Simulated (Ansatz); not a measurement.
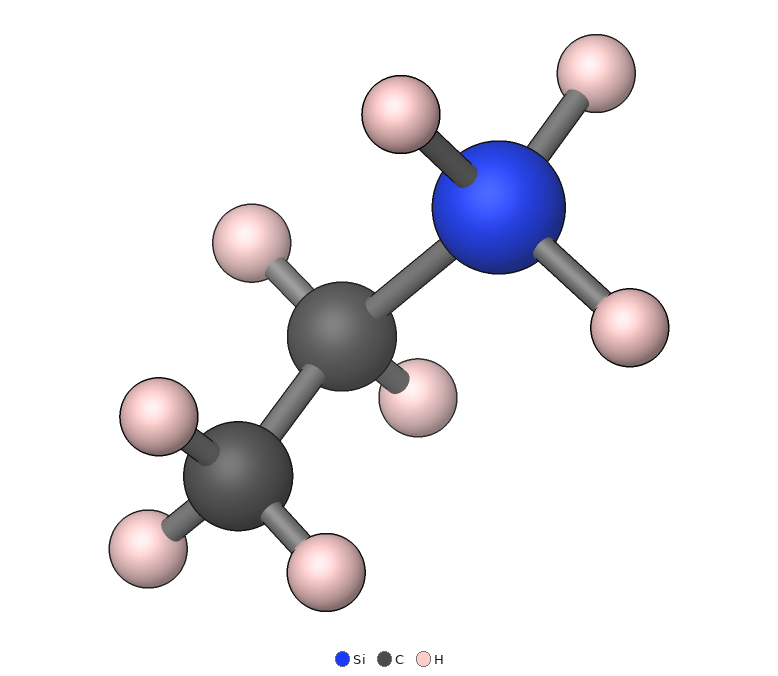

Ball-and-stick drawing of a structure. Every bond is drawn as one stick, whatever its order.

Computed geometry: PBE0-D4/def2-TZVP optimisation.

What is the molecular formula?

Answer. C2H8Si, 11 atoms: 2 carbon, 8 hydrogen and 1 silicon.

Count the bonded pairs by element.

Answer. 5 C–H, 3 Si–H, 1 C–Si, 1 C–C. Sticks follow a distance rule.

More results for the same structure follow; atom numbers are the same in all pictures, views and colours differ.

**Shape**

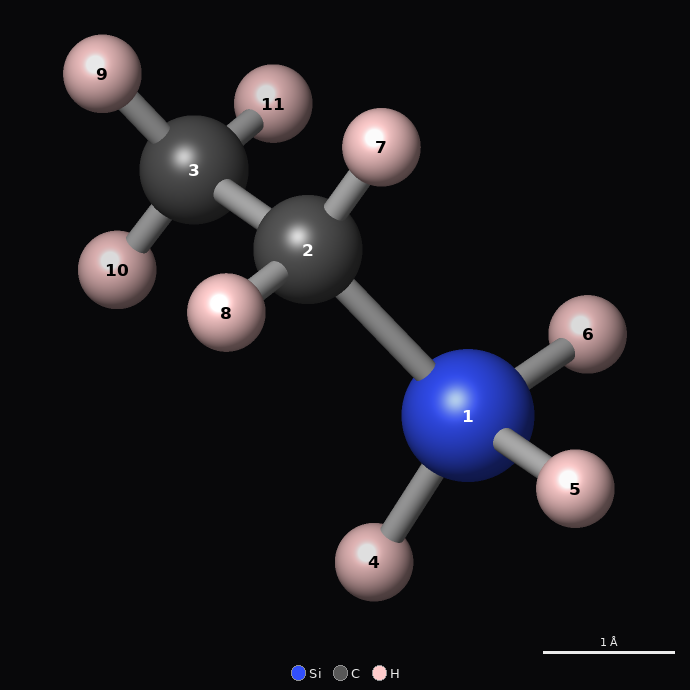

Numbered structure.

What is the geometry at Si1?

Answer. Si1 has 4 neighbours (C2 at 1.88, H4 at 1.49, H5 at 1.49, H6 at 1.49 Å); the arrangement is tetrahedral.

How are the neighbours of atom 2 arranged?

Answer. C2 has 4 neighbours (Si1 at 1.88, C3 at 1.53, H7 at 1.10, H8 at 1.10 Å); the arrangement is tetrahedral.

Describe the coordination of atom 3.

Answer. C3 has 4 neighbours (C2 at 1.53, H9 at 1.09, H10 at 1.09, H11 at 1.09 Å); the arrangement is tetrahedral.

**Electronic properties**

Method: RKS PBE0-D4/def2-TZVP (Ansatz 0.2.0).

Give the dispersion correction at this level.

Answer. −14.3 kJ/mol.

What is the dipole moment?

Answer. 0.91 D.

**Charges**

The questions are on Mulliken charges. Properties computed with RKS PBE0-D4/def2-TZVP (Ansatz 0.2.0).

List the Mulliken charges.

| atom | value (e) |
| --- | --- |
| Si1 | 0.15 |
| C2 | −0.32 |
| C3 | −0.37 |
| H4 | −0.03 |
| H5 | −0.03 |
| H6 | −0.03 |
| H7 | 0.12 |
| H8 | 0.12 |
| H9 | 0.13 |
| H10 | 0.13 |
| H11 | 0.13 |

**Thermal motion**

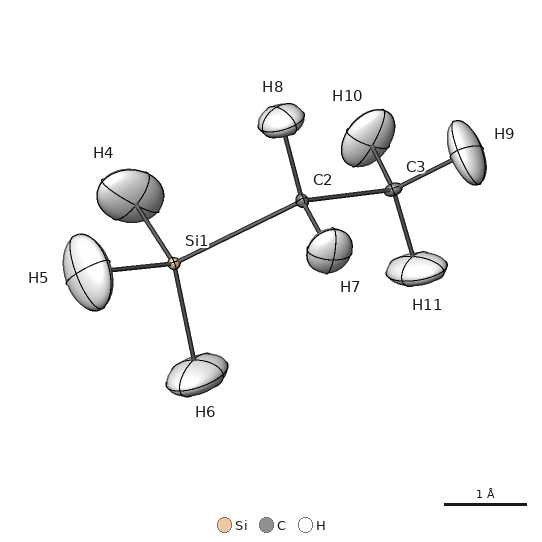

Displacement ellipsoids at the 50 % level, enlarged 1.5 times, from the internal vibrations of the free molecule (harmonic, no overall translation or rotation; no half-axis is drawn under 0.075 Å). Vibrations computed with RKS PBE0-D4/def2-TZVP (Ansatz 0.2.0). Temperature: 0 K (zero-point motion alone).

List U_eq and the three principal root-mean-square amplitudes for each kind of atom.

```json
{"atom": "Si1", "U_eq (Å²)": "0.00034", "rms amplitudes (Å)": "0.012, 0.013, 0.027"}
{"atom": "C2", "U_eq (Å²)": "0.0015", "rms amplitudes (Å)": "0.033, 0.038, 0.044"}
{"atom": "C3", "U_eq (Å²)": "0.0013", "rms amplitudes (Å)": "0.025, 0.028, 0.049"}
{"atom": "H4, H6", "U_eq (Å²)": "0.0246", "rms amplitudes (Å)": "0.086, 0.156, 0.205"}
{"atom": "H5", "U_eq (Å²)": "0.0254", "rms amplitudes (Å)": "0.088, 0.156, 0.210"}
{"atom": "H7, H8", "U_eq (Å²)": "0.0135", "rms amplitudes (Å)": "0.080, 0.122, 0.138"}
{"atom": "H9", "U_eq (Å²)": "0.0185", "rms amplitudes (Å)": "0.084, 0.124, 0.182"}
{"atom": "H10, H11", "U_eq (Å²)": "0.0190", "rms amplitudes (Å)": "0.075, 0.131, 0.185"}
```

Mulliken values depend strongly on the basis set and can even reverse the polarity of a bond.
